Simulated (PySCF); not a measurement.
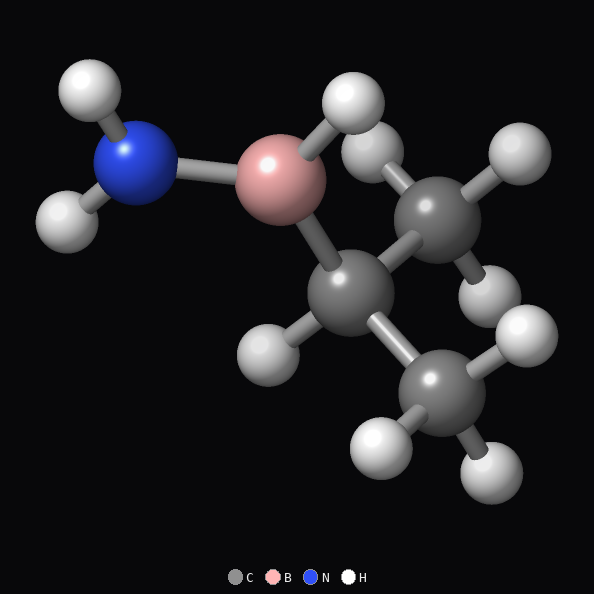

A ball-and-stick model of a molecule. Every bond is drawn as one stick, whatever its order.

> What is the molecular formula?

C₃H₁₀BN, 15 atoms: 3 carbon, 10 hydrogen, 1 boron and 1 nitrogen.

> Write the SMILES.

CC(C)BN

> Count the bonded pairs by element.

7 C–H, 2 C–C, 2 N–H, 1 C–B, 1 B–N, 1 B–H.

> Describe its rings.

It has no ring.

More results for the same structure follow; atom numbers are the same in all pictures, views and colours differ. The geometry was computed by an optimisation with PBE0-D3(BJ)/def2-SVP. No frequency run is at hand to confirm it as a minimum.

**Geometry**

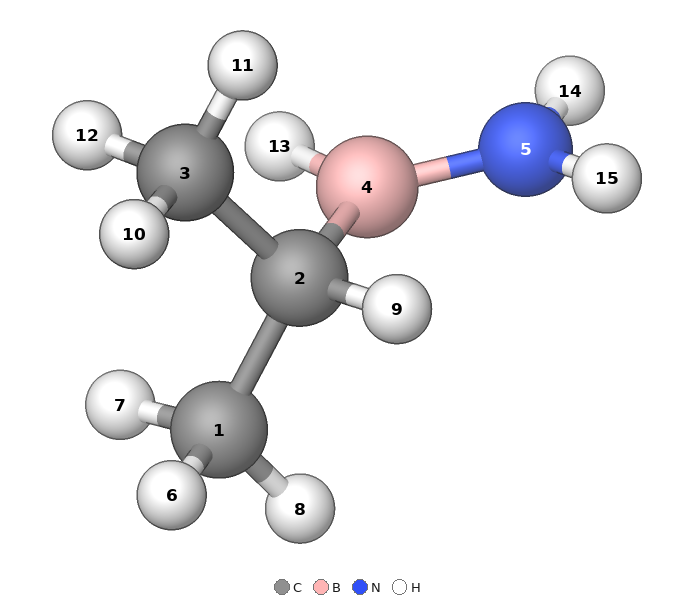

Numbered structure. No frequency run is at hand to confirm it as a minimum.

> How are the neighbours of atom 4 arranged?

B4 has 3 neighbours (C2 at 1.58, N5 at 1.39, H13 at 1.22 Å); the arrangement is trigonal planar.

> Describe the coordination of atom 3.

C3 has 4 neighbours (C2 at 1.53, H10 at 1.10, H11 at 1.10, H12 at 1.10 Å); the arrangement is tetrahedral.

> What is the geometry at N5?

N5 has 3 neighbours (B4 at 1.39, H14 at 1.01, H15 at 1.01 Å); the arrangement is trigonal planar.

> What is the geometry at C1?

C1 has 4 neighbours (C2 at 1.53, H6 at 1.10, H7 at 1.10, H8 at 1.10 Å); the arrangement is tetrahedral.

> What is the dihedral angle C1–C2–B4–N5?

122° in size, that is anticlinal.

**NMR shielding**

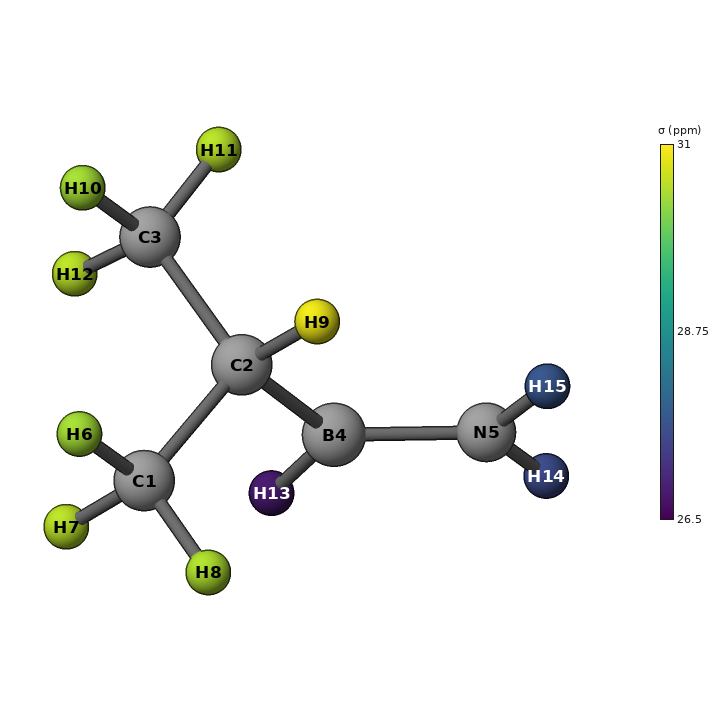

Atoms are coloured by their isotropic NMR shieldings (H only, the others grey). No frequency run is at hand to confirm it as a minimum. Properties computed with GIAO B97-2/pcSseg-1 NMR shielding, non-relativistic, gas phase (PySCF 2.14.0).

> Which H atom is the most shielded (lowest chemical shift)?

H9 (30.86 ppm).

> Which H atom is the least shielded (highest chemical shift)?

H13 (26.84 ppm).

> How wide is the range of H shifts?

4.02 ppm.

Give the isotropic NMR shieldings of the H atoms atom by atom.

```json
{"atom": "H6", "σ (ppm)": "30.38"}
{"atom": "H7", "σ (ppm)": "30.51"}
{"atom": "H8", "σ (ppm)": "30.45"}
{"atom": "H9", "σ (ppm)": "30.86"}
{"atom": "H10", "σ (ppm)": "30.38"}
{"atom": "H11", "σ (ppm)": "30.49"}
{"atom": "H12", "σ (ppm)": "30.52"}
{"atom": "H13", "σ (ppm)": "26.84"}
{"atom": "H14", "σ (ppm)": "27.52"}
{"atom": "H15", "σ (ppm)": "27.71"}
```

**Spin–spin coupling**

No frequency run is at hand to confirm it as a minimum. Properties computed with B3LYP/6-31G* indirect spin-spin coupling, non-relativistic, gas phase (PySCF 2.14.0). Isotopes: 11B, 13C, 1H, 15N.

Give the spin–spin coupling constants of these pairs, with the number of bonds between them: N5/H15, C2/N5, B4/H15, B4/H10, B4/H6.

```
   pair  bonds apart  J (Hz)
N5, H15            1   −80.3
 C2, N5            2    −1.3
B4, H15            2     0.8
B4, H10            3     8.0
 B4, H6            3     8.2
```

**Levels of theory compared**

No frequency run is at hand to confirm it as a minimum. Program: PySCF 2.14.0.

Tabulate dipole (D), HOMO–LUMO gap (eV) at these levels: B3LYP/6-31G*; B3LYP/cc-pVTZ; B97-2/pcSseg-1; BHandHLYP/pcSseg-1; CAM-B3LYP/pcSseg-1; LC-wPBE/pcSseg-1; PBE0/6-31G; PBE0/STO-3G; PBE0/pcSseg-1; WP04/pcSseg-1; mPW1PW91/pcSseg-1; ωB97X-D/pcSseg-1.

```
             level  dipole (D)  HOMO–LUMO gap (eV)
      B3LYP/6-31G*        1.91                8.50
     B3LYP/cc-pVTZ        1.81                8.20
    B97-2/pcSseg-1        1.82                8.47
BHandHLYP/pcSseg-1        1.78               11.07
CAM-B3LYP/pcSseg-1        1.85               11.25
  LC-wPBE/pcSseg-1        1.81               13.82
        PBE0/6-31G        1.91                8.92
       PBE0/STO-3G        2.04               10.52
     PBE0/pcSseg-1        1.85                8.71
     WP04/pcSseg-1        1.71                8.10
 mPW1PW91/pcSseg-1        1.83                8.76
  ωB97X-D/pcSseg-1        1.82               12.48
```
